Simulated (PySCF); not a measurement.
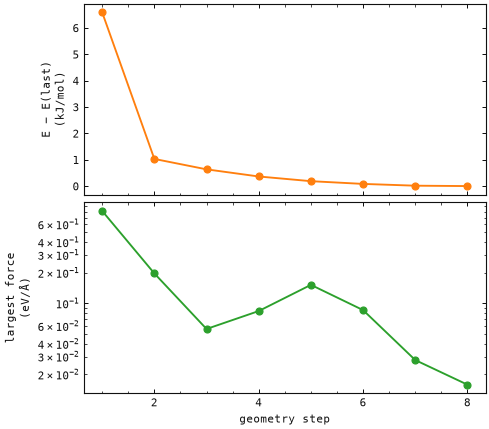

History of a geometry optimisation.

System: C$_{5}$H$_{10}$F (SMILES [CH2]C[C@@H](C)CF), multiplicity 2.
Method: PySCF, PBE0-D3(BJ)/def2-SVP, geometry optimisation.

Q: How did it end, and what did it gain?

A: The optimisation met its thresholds at geometry 8, counting the start as the first. The energy fell by about 6.6 kJ/mol from the first step to the last. The largest force goes from about 0.81 eV/Å at the start to 0.016 eV/Å at the end.
